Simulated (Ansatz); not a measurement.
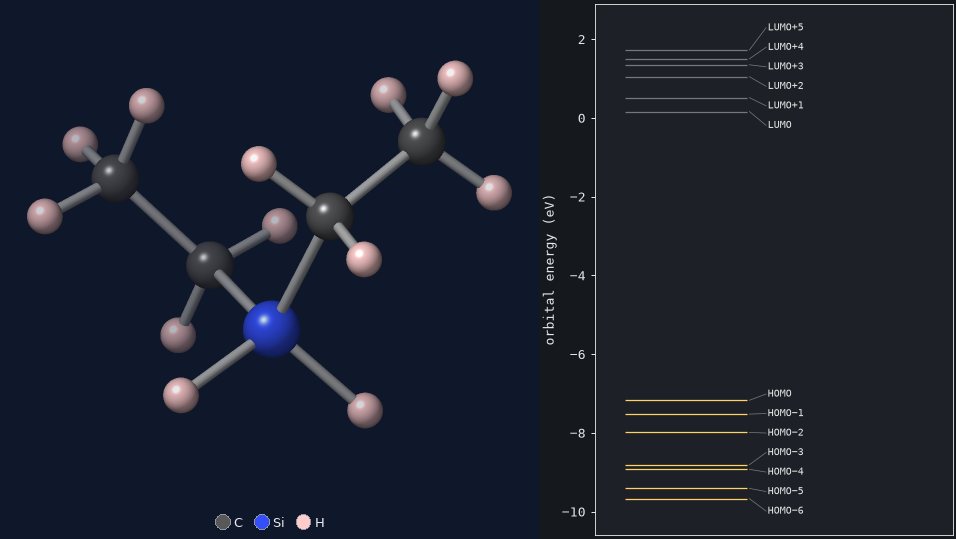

C₄H₁₂Si, SMILES CC[SiH2]CC. Kohn-Sham orbital energies near the frontier, B97M-V/def2-TZVPP in the Ansatz code 0.2.0, at a PBE0-D4/def2-TZVP geometry (no frequency check), isolated molecule; empty levels in grey, levels within 0.03 eV side by side.

Q: Where do the frontier orbitals lie?

A: HOMO at −7.17 eV, LUMO at 0.16 eV, 7.33 eV apart.

Q: How far below the HOMO does the next level lie?

A: 0.35 eV.

Q: List the levels.

A:
| orbital | energy (eV) |
| --- | --- |
| LUMO+5 | 1.73 |
| LUMO+4 | 1.50 |
| LUMO+3 | 1.35 |
| LUMO+2 | 1.05 |
| LUMO+1 | 0.52 |
| LUMO | 0.16 |
| HOMO | −7.17 |
| HOMO−1 | −7.52 |
| HOMO−2 | −7.99 |
| HOMO−3 | −8.81 |
| HOMO−4 | −8.92 |
| HOMO−5 | −9.41 |
| HOMO−6 | −9.67 |

Known limits of this run: one conformer of a flexible molecule; empty levels above zero depend strongly on the basis.
